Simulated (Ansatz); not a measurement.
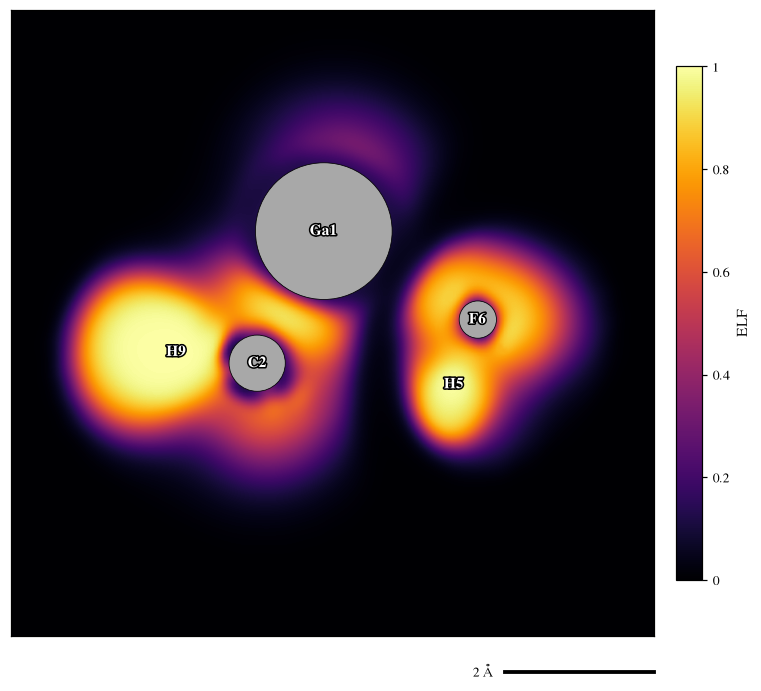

CH5Ga···HF. ELF on the plane of atoms Ga1, C2 and H9. Grey discs cover the atomic cores.

The reactant side of a reaction path; geometry: PBE0-D4/def2-TZVP.

All numbers below come from Ansatz 0.2.0, RKS PBE0-D4/def2-TZVPP.

The calculation's input:

```
crystal:
  periodic: [false, false, false]
  atoms:
    - {symbol: Ga, position_ang: [-0.874974, -0.559639, -0.348682]}
    - {symbol: C, position_ang: [0.935909, -0.434154, 0.450502]}
    - {symbol: H, position_ang: [-1.018026, -0.834604, -1.889664]}
    - {symbol: H, position_ang: [-2.127682, -0.648550, 0.596413]}
    - {symbol: H, position_ang: [0.008691, 1.979563, -0.145435]}
    - {symbol: F, position_ang: [-0.829163, 1.816439, -0.505704]}
    - {symbol: H, position_ang: [0.943967, 0.123948, 1.390998]}
    - {symbol: H, position_ang: [1.669759, -0.000711, -0.234896]}
    - {symbol: H, position_ang: [1.291418, -1.442191, 0.686467]}
basis:
  gaussian: {orbitals: def2-TZVPP}
hamiltonian: {xc: pbe0, dispersion: d4}
output: {orbitals: {seedname: orbitals}}
```

Launched as:

```sh
ansatz run in.yaml --threads 4 --pin off --events-out ev --progress --plain --max-ram 9574MiB
```

Interpret the plot.

The section cuts through Ga, C, H and F sites. Ga1···F6 (2.38 Å): the ELF dips to about 0.05 between them. C–Ga (1.98 Å): the ELF peaks at about 0.90 in the valence shell of C, 0.7 Å from its nucleus, and is about 0.55 at the midpoint. F–H (0.93 Å): the ELF climbs to about 1 towards the hydrogen, as it does in any bond to H: an ordinary covalent bond to hydrogen. C–H (1.09 Å): the ELF climbs to about 1 towards the hydrogen: a covalent bond by its length. The ELF also peaks beside F6, away from the bonds: lone-pair regions.
